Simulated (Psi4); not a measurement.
# One shape, several levels: NO2F (nitryl fluoride)

Wanted: a comparison of 4 runs (PBE/cc-pVTZ, TPSS/cc-pVTZ, r2SCAN/cc-pVTZ, revPBE/cc-pVTZ) of NO2F (nitryl fluoride). 

The calculation is run with Psi4 1.11.

### Step 1. The structure to begin with

NO2F: 4 atoms, total charge 0, spin state singlet. As SMILES, `O=[N+]([O-])F`. The N2–F4 distance was set to 1.659 Å, away from the relaxed value.

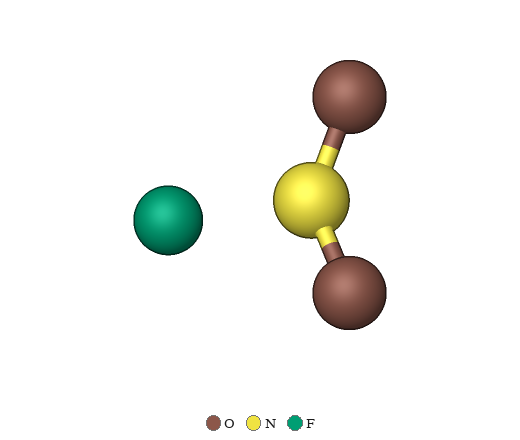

Viewed from a chosen angle; oxygen brown, nitrogen yellow, fluorine teal.

### Step 2. Energy and gradient at PBE/cc-pVTZ (run 1)

File fno2.py:

```python
import psi4

psi4.set_memory('2200 MB')
psi4.set_num_threads(1)
psi4.core.set_output_file('run.log', False)

molecule = psi4.geometry("""
0 1
O
N 1 1.169806
O 2 1.169804 1 135.58531
F 2 1.6586 3 112.20731 1 179.99856
symmetry c1
no_reorient
no_com
""")

psi4.set_options(dict(puream=True, e_convergence=1e-09, d_convergence=1e-08, scf_type='pk', dft_radial_points=99, dft_spherical_points=590))

e_tot, wfn = psi4.gradient("pbe/cc-pVTZ", molecule=molecule, return_wfn=True)
psi4.oeprop(wfn, "LOWDIN_CHARGES", "MULLIKEN_CHARGES", "WIBERG_LOWDIN_INDICES", title="PBE")
print('gradient / Eh bohr^-1')
print(e_tot.np.round(6))
print(f'energy = {wfn.energy():.10f} Eh')
for k, v in sorted(psi4.core.scalar_variables().items()):
    print(f'{k:45s} {v:18.10f}')
```

Started as:

```console
$ python fno2.py
```

run.log:

```text
[...]
  Running in c1 symmetry.
[...]
  Nuclear repulsion =  118.641516572936112
[...]
  Multiplicity = 1
[...]
  Nalpha       = 16
  Nbeta        = 16
[...]
    Number of basis functions: 120
[...]
   @RKS iter   1:  -304.59866456905121   -6.04886e-02   5.69203e-03 DIIS/ADIIS
[...]
   @RKS iter  12:  -304.73647461047773    0.00000e+00   1.19482e-09 DIIS
[...]
    Orbital Energies [Eh]
    ---------------------
    Doubly Occupied:
       1A    -24.249592     2A    -18.886746     3A    -18.886740
       4A    -14.308148     5A     -1.250692     6A     -1.100776
       7A     -1.040366     8A     -0.635191     9A     -0.571428
      10A     -0.565955    11A     -0.543126    12A     -0.368205
      13A     -0.361793    14A     -0.353449    15A     -0.332846
      16A     -0.312218
[...]
  @RKS Final Energy:  -304.73647461047773
   => Energetics <=
    Nuclear Repulsion Energy =            118.6415165729361121
    One-Electron Energy =                -654.9025600765399986
    Two-Electron Energy =                 265.5953704376656219
    DFT Exchange-Correlation Energy =     -34.0708015445394565
    Empirical Dispersion Energy =           0.0000000000000000
    VV10 Nonlocal Energy =                  0.0000000000000000
    Total Energy =                       -304.7364746104777282
[...]
  -Total Gradient:
     Atom            X                  Y                   Z
    ------   -----------------  -----------------  -----------------
       1       -0.000001018523    -0.013267299689     0.017772118430
       2        0.000003328710    -0.019483203046    -0.007951113609
       3       -0.000001018528     0.002963181628    -0.021981587883
       4       -0.000001291068     0.029785302197     0.012159758858
[...]
```

The script printed:

```text
gradient / Eh bohr^-1
[[-1.0000e-06 -1.3267e-02  1.7772e-02]
 [ 3.0000e-06 -1.9483e-02 -7.9510e-03]
 [-1.0000e-06  2.9630e-03 -2.1982e-02]
 [-1.0000e-06  2.9785e-02  1.2160e-02]]
energy = -304.7364746105 Eh
CURRENT ENERGY                                   -304.7364746105
CURRENT REFERENCE ENERGY                         -304.7364746105
DD SOLVATION ENERGY                                 0.0000000000
DFT FUNCTIONAL TOTAL ENERGY                      -304.7364746105
DFT TOTAL ENERGY                                 -304.7364746105
DFT VV10 ENERGY                                     0.0000000000
DFT XC ENERGY                                     -34.0708015445
GRID ELECTRONS ALPHA                               16.0000000248
GRID ELECTRONS BETA                                16.0000000248
GRID ELECTRONS TOTAL                               32.0000000495
NUCLEAR REPULSION ENERGY                          118.6415165729
ONE-ELECTRON ENERGY                              -654.9025600765
PCM POLARIZATION ENERGY                             0.0000000000
PE ENERGY                                           0.0000000000
SCF ITERATION ENERGY                             -304.7364746105
SCF ITERATIONS                                     12.0000000000
SCF TOTAL ENERGY                                 -304.7364746105
TWO-ELECTRON ENERGY                               265.5953704377
XC GRID RADIAL POINTS                              99.0000000000
XC GRID SPHERICAL POINTS                          590.0000000000
XC GRID TOTAL POINTS                           221776.0000000000
```

It took 23 s on 1 thread of Intel Xeon 6975P-C (Granite Rapids), shared host; peak memory 0.77 GiB.

### Step 3. The energy at TPSS/cc-pVTZ (run 2)

File input.in:

```
memory 2200 MB

molecule mol {
  0 1
  O      0.311961     0.358556     1.258525
  N      0.203391    -0.183174     0.227415
  O      0.600251    -1.180054    -0.238605
  F     -0.744590     0.670550    -0.832510
  symmetry c1
}

set globals {
  basis cc-pVTZ
  reference rks
  puream true
  e_convergence 1e-09
  d_convergence 1e-08
  scf_type pk
  dft_radial_points 99
  dft_spherical_points 590
}

E, wfn = energy("tpss", return_wfn=True)
oeprop(wfn, "DIPOLE", "LOWDIN_CHARGES", "QUADRUPOLE")
```

Started as:

```console
$ psi4 -n 1 input.in input.out
```

input.out:

```text
[...]
  Running in c1 symmetry.
[...]
  Nuclear repulsion =  118.641498230217323
[...]
  Multiplicity = 1
[...]
  Nalpha       = 16
  Nbeta        = 16
[...]
    Number of basis functions: 120
[...]
   @RKS iter   1:  -304.91509661368303   -8.55115e-02   5.75871e-03 ADIIS/DIIS
[...]
   @RKS iter  12:  -305.05490018581577   -3.97904e-13   1.94814e-09 DIIS
[...]
  @RKS Final Energy:  -305.05490018581577
   => Energetics <=
    Nuclear Repulsion Energy =            118.6414982302173229
    One-Electron Energy =                -655.0089304038519913
    Two-Electron Energy =                 265.7385490215792743
    DFT Exchange-Correlation Energy =     -34.4260170337603384
    Empirical Dispersion Energy =           0.0000000000000000
    VV10 Nonlocal Energy =                  0.0000000000000000
    Total Energy =                       -305.0549001858157681
[...]
 Multipole Moments:
 ------------------------------------------------------------------------------------
     Multipole            Electronic (a.u.)      Nuclear  (a.u.)        Total (a.u.)
 ------------------------------------------------------------------------------------
 L = 1.  Multiply by 2.5417464519 to convert [e a0] to [Debye]
 Dipole X            :         -0.4051455            0.7536606            0.3485151
 Dipole Y            :          0.3648515           -0.6787187           -0.3138672
 Dipole Z            :         -0.4529819            0.8426521            0.3896702
 Magnitude           :                                                    0.6097690
 L = 2.  Multiply by 1.3450342976 to convert [e a0^2] to [Debye ang]
 Quadrupole XX       :        -46.4961330           31.4886271          -15.0075059
 Quadrupole XY       :         34.4587732          -33.6243211            0.8344521
[...]
```

Wall time 24 s (1 thread of Intel Xeon 6975P-C (Granite Rapids), shared host); peak memory 0.77 GiB.

### Step 4. Energy and forces at r2SCAN/cc-pVTZ (run 3)

File fno2.dat:

```
memory 2200 mb

molecule molecule1 {
  0 1
  O
  N 1 R2
  O 2 R3 1 A3
  F 2 R4 3 A4 1 D4

  R2 = 1.169806
  R3 = 1.169804
  A3 = 135.58531
  R4 = 1.6586
  A4 = 112.20731
  D4 = 179.99856
  units angstrom
  symmetry c1
}

set reference rks
set puream true
set e_convergence 1e-09
set d_convergence 1e-08
set scf_type pk
set dft_radial_points 99
set dft_spherical_points 590

e_tot, wfn = gradient("r2scan/cc-pVTZ", return_wfn=True)
oeprop(wfn, "LOWDIN_CHARGES", "MULLIKEN_CHARGES", "QUADRUPOLE")
```

Started as:

```console
$ psi4 fno2.dat fno2.out -n 1
```

fno2.out:

```text
[...]
  Running in c1 symmetry.
[...]
  Nuclear repulsion =  118.641516572936112
[...]
  Multiplicity = 1
[...]
  Nalpha       = 16
  Nbeta        = 16
[...]
    Number of basis functions: 120
[...]
   @RKS iter   1:  -304.75031014134407   -1.19953e-01   5.51934e-03 ADIIS/DIIS
[...]
   @RKS iter  12:  -304.88074712680293   -1.81899e-12   1.35410e-09 DIIS
[...]
    Orbital Energies [Eh]
    ---------------------
    Doubly Occupied:
       1A    -24.484892     2A    -19.096531     3A    -19.096527
       4A    -14.501937     5A     -1.312138     6A     -1.153889
       7A     -1.102654     8A     -0.671083     9A     -0.593161
      10A     -0.590448    11A     -0.569386    12A     -0.383572
      13A     -0.381556    14A     -0.368721    15A     -0.354830
      16A     -0.333103
[...]
  @RKS Final Energy:  -304.88074712680293
   => Energetics <=
    Nuclear Repulsion Energy =            118.6415165729361121
    One-Electron Energy =                -654.9038764438219005
    Two-Electron Energy =                 265.6204569551127861
    DFT Exchange-Correlation Energy =     -34.2388442110299067
    Empirical Dispersion Energy =           0.0000000000000000
    VV10 Nonlocal Energy =                  0.0000000000000000
    Total Energy =                       -304.8807471268029303
[...]
  -Total Gradient:
     Atom            X                  Y                   Z
    ------   -----------------  -----------------  -----------------
       1       -0.000001026071    -0.014062987051    -0.002146339626
       2        0.000003524006    -0.011819915855    -0.004822748771
       3       -0.000001026076    -0.011545111702    -0.008310746484
       4       -0.000001477037     0.037117408665     0.015153038252
[...]
```

Run time: 35 s. Hardware: 1 thread of Intel Xeon 6975P-C (Granite Rapids), shared host; peak memory 0.77 GiB.

### Step 5. Energy and gradient at revPBE/cc-pVTZ (run 4)

File fno2.json:

```json
{
  "schema_name": "qcschema_input",
  "schema_version": 1,
  "molecule": {
    "schema_name": "qcschema_molecule",
    "schema_version": 2,
    "symbols": ["O", "N", "O", "F"],
    "geometry": [0.58952085, 0.67757264, 2.37826757, 0.38435329, -0.34614869, 0.42975207, 1.13431, -2.22997887, -0.4508981, -1.40707118, 1.26715585, -1.5732159],
    "molecular_charge": 0,
    "molecular_multiplicity": 1,
    "fix_symmetry": "c1"
  },
  "driver": "gradient",
  "model": {
    "method": "revpbe",
    "basis": "cc-pVTZ"
  },
  "keywords": {
    "puream": true,
    "e_convergence": 1e-09,
    "d_convergence": 1e-08,
    "scf_type": "pk",
    "dft_radial_points": 99,
    "dft_spherical_points": 590
  }
}
```

Started as:

```console
$ psi4 --qcschema fno2.json -n 1 --memory 2200MB
```

stdout:

```text
[...]
  Running in c1 symmetry.
[...]
  Nuclear repulsion =  118.641498282429524
[...]
  Multiplicity = 1
[...]
  Nalpha       = 16
  Nbeta        = 16
[...]
    Number of basis functions: 120
[...]
   @RKS iter   1:  -304.80661771968494   -6.72234e-02   5.65468e-03 DIIS/ADIIS
[...]
   @RKS iter  12:  -304.94295690205212    1.13687e-13   1.72361e-09 DIIS
[...]
    Orbital Energies [Eh]
    ---------------------
    Doubly Occupied:
       1A    -24.259695     2A    -18.896354     3A    -18.896348
       4A    -14.317241     5A     -1.249423     6A     -1.098991
       7A     -1.039912     8A     -0.633814     9A     -0.567521
      10A     -0.562591    11A     -0.540521    12A     -0.364649
      13A     -0.358018    14A     -0.349543    15A     -0.329269
      16A     -0.308906
[...]
  @RKS Final Energy:  -304.94295690205212
   => Energetics <=
    Nuclear Repulsion Energy =            118.6414982824295237
    One-Electron Energy =                -654.9400483642459676
    Two-Electron Energy =                 265.6471471692445903
    DFT Exchange-Correlation Energy =     -34.2915539894802990
    Empirical Dispersion Energy =           0.0000000000000000
    VV10 Nonlocal Energy =                  0.0000000000000000
    Total Energy =                       -304.9429569020521171
[...]
  -Total Gradient:
     Atom            X                  Y                   Z
    ------   -----------------  -----------------  -----------------
       1        0.005225323934    -0.020960159100    -0.017284104597
       2        0.013055958168    -0.011762547197     0.014599061304
       3       -0.002103972377     0.018153308190     0.020773472902
       4       -0.016175724798     0.014567969538    -0.018086656447
[...]
```

The result, in JSON:

```text
{
 "driver": "gradient",
 "model": {
  "method": "revpbe",
  "basis": "cc-pVTZ"
 },
 "success": true,
 "return_result": [0.00522532393448627, -0.02096015910028315, -0.017284104597024785, 0.013055958168376403, -0.011762547196571216, 0.014599061304165939, -0.002103972376863217, 0.018153308190331008, 0.020773472901648604, -0.01617572479751557, 0.014567969538329978, -0.0180866564471618],
 "properties": {
  "calcinfo_nbasis": 120,
  "calcinfo_nmo": 120,
  "calcinfo_nalpha": 16,
  "calcinfo_nbeta": 16,
  "calcinfo_natom": 4,
  "nuclear_repulsion_energy": 118.64149828242952,
  "return_energy": -304.9429569020521,
  "return_gradient": [0.00522532393448627, -0.02096015910028315, -0.017284104597024785, 0.013055958168376403, -0.011762547196571216, 0.014599061304165939, -0.002103972376863217, 0.018153308190331008, 0.020773472901648604, -0.01617572479751557, 0.014567969538329978, -0.0180866564471618],
  "scf_one_electron_energy": -654.940048364246,
  "scf_two_electron_energy": 265.6471471692446,
  "scf_xc_energy": -34.2915539894803,
  "scf_dipole_moment": [0.34396226254742857, -0.30976699595005286, 0.38457981661369844],
  "scf_total_energy": -304.9429569020521,
  "scf_total_gradient": [0.00522532393448627, -0.02096015910028315, -0.017284104597024785, 0.013055958168376403, -0.011762547196571216, 0.014599061304165939, -0.002103972376863217, 0.018153308190331008, 0.020773472901648604, -0.01617572479751557, 0.014567969538329978, -0.0180866564471618],
  "scf_iterations": 12
 }
}
```

Run time: 23 s. Hardware: 1 thread of Intel Xeon 6975P-C (Granite Rapids), shared host; peak memory 0.77 GiB.

### Step 6. The series

| run | level | task | energy (Eh) | dipole moment (D) | HOMO energy (eV) | LUMO energy (eV) | wall time |
| --- | --- | --- | --- | --- | --- | --- | --- |
| 1 | PBE/cc-pVTZ | gradient | -304.736475 | 1.53 | -8.50 | -3.98 | 23 s |
| 2 | TPSS/cc-pVTZ | energy | -305.054900 | 1.55 | -8.68 | -3.93 | 24 s |
| 3 | r2SCAN/cc-pVTZ | gradient | -304.880747 | 1.57 | -9.06 | -3.97 | 35 s |
| 4 | revPBE/cc-pVTZ | gradient | -304.942957 | 1.53 | -8.41 | -3.86 | 23 s |

### Step 7. Results

| quantity | value |
| --- | --- |
| run 4: total energy | -304.94296 Eh |
| run 4: dipole moment | 1.53 D |
| run 4: HOMO energy | -8.41 eV |
| run 4: LUMO energy | -3.86 eV |
| run 4: HOMO–LUMO gap | 4.55 eV |
| run 4: largest force on an atom | 1.455 eV/Å |

What this shows: The dipole moment (its size) runs from 1.53 D (PBE/cc-pVTZ) to 1.57 D (r2SCAN/cc-pVTZ). The HOMO–LUMO gap runs from 4.52 eV (PBE/cc-pVTZ) to 5.09 eV (r2SCAN/cc-pVTZ). Totals of different functionals can't be ranked against each other. All runs together took 1.8 min, the longest 35 s.
